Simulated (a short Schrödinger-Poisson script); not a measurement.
Structure: MOS inversion layer, SiO2 on p-type Si(110), at 300 K.

```csv
layer,material,thickness (nm),Na (cm⁻³)
1,SiO2,4,-
2,Si,260,7e17
```

The device is made up for the run: typed textbook-type constants, with dimensions and the other settings drawn at random. SiO2: permittivity 3.9, conduction-band edge (eV) 3.15, gap (eV) 9, electron mass (mₑ) 0.5. Si: permittivity 11.7, conduction-band edge (eV) 0, gap (eV) 1.124, Nv at 300 K (cm⁻³) 3.1e19.

Channel valleys (confinement mass, in-plane density-of-states mass, number): Δ4 0.315, 0.324, 4; Δ2 0.19, 0.417, 2. At the gate the conduction-band edge of layer 1 lies 3.53 eV − eVg above the Fermi level of the channel; the field vanishes at the back. Gaps are held at their typed values at every temperature. Mesh 0.03 nm at interfaces.

Solved with a short Schrödinger-Poisson script written for these runs: 1D Poisson equation in equilibrium, electrons quantum, Hartree (BenDaniel-Duke, 12 states a valley, the channel's in-plane mass for all, wave functions ending at the dielectric), parabolic valleys, classical holes, full ionisation, no traps, pinning or gate leakage.

Only gate voltages with over 1e8 electrons/cm² are shown.

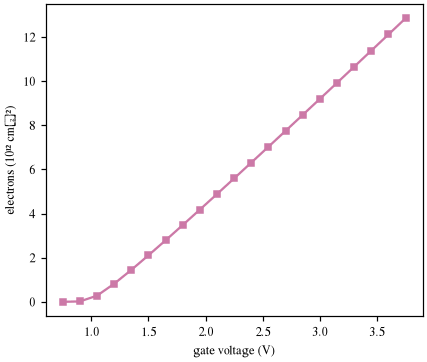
Sheet density against gate voltage

```csv
Vg (V),electrons (cm⁻²),C (μF/cm²),Δ4 E0 (meV),Δ4 E1 (meV),Δ2 E0 (meV),Δ2 E1 (meV)
0.75,2.92e8,0.201,284.8,384.2,309.5,425.7
1.05,2.79e11,0.545,106.7,215.1,133.8,260.1
1.35,1.45e12,0.704,62.8,177.9,92.7,224.4
1.65,2.79e12,0.737,44.4,165.5,77.0,213.0
1.95,4.18e12,0.752,32.5,159.1,67.6,207.3
2.25,5.59e12,0.761,23.5,155.2,61.0,204.1
2.55,7.03e12,0.768,16.1,152.7,56.0,202.1
2.85,8.47e12,0.773,9.8,151.0,52.0,200.9
3.15,9.92e12,0.777,4.3,149.8,48.6,200.1
3.45,1.14e13,0.780,-0.8,-,45.7,-
3.75,1.28e13,0.783,-,-,-,-
```

Subbands count from the Fermi level; a dash marks a level above the dielectric's band edge.
